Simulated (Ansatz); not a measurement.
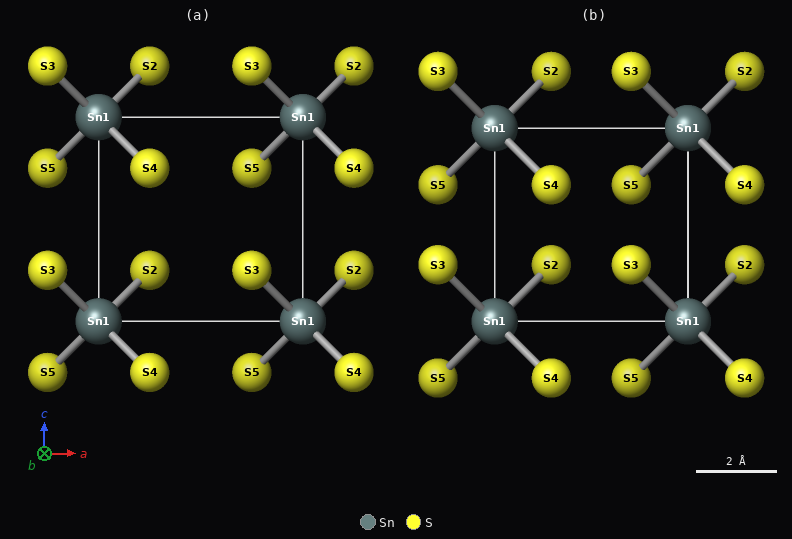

The structure of solid SnS$_{4}$ (a generated structure, set up in P-43m) (coarse preliminary run) before (left) and after (right) a relaxation, at one scale.

A ball-and-stick model of the cell of the calculation, seen along the b axis.

All numbers below come from DFT PBE, scalar-relativistic, plane waves, PAW in Ansatz.

Input
```yaml
crystal:
  lattice:
    - [5.11369028, 0.0, 0.0]
    - [0.0, 5.11369028, 0.0]
    - [0.0, 0.0, 5.11369028]
  atoms:
    - { symbol: Sn, position: [0.0, 0.0, 0.0] }
    - { symbol: S, position: [0.25, 0.25, 0.25] }
    - { symbol: S, position: [0.75, 0.75, 0.25] }
    - { symbol: S, position: [0.25, 0.75, 0.75] }
    - { symbol: S, position: [0.75, 0.25, 0.75] }
basis:
  ecutwfc: 420
kpoints:
  mp_grid: { grid: [4, 4, 4] }
hamiltonian:
  xc: pbe
scf:
  occupations: { method: gaussian, width: 0.1 }
  lower_state_search: "off"
output:
  forces: true
  stress: true
  eigenvalues: true
relax:
  adjacent_minimum: "off"
  f_tol: 0.04
  max_steps: 70
  cell: { stress_tol: 0.4 }
```

Launched with:
```bash
ansatz run input.yaml --threads 1 --pin off --max-ram 2560MiB --backend cpu --events-out ev --progress --plain --runs-dir out
```

**Describe what moved and what it gained.**

The largest moves relative to the cell, 0.36 Å, are those of S2, S3, S4 and S5. S3 goes along [−1 −1 1]. Sn stays in place. Cell: a = b = c 5.114 → 4.839 Å (−5.4 %). Volume −15.3 %. Some distances before and after: S2–S3 3.616 → 2.831 Å, Sn1–S2 2.214 → 2.457 Å. The space group stays P-43m (No. 215). Over 5 accepted moves (6 points after the start) the energy falls by 324 meV per atom. Largest force component: 2.1 eV/Å at the start, 0.0022 eV/Å at the end. Pressure: 9.22 GPa at the start and −0.35 GPa at the end. At 1 point the geometry stayed and the basis and grid were re-selected for the new cell (energy shift of 0.4 meV per atom at most each time).
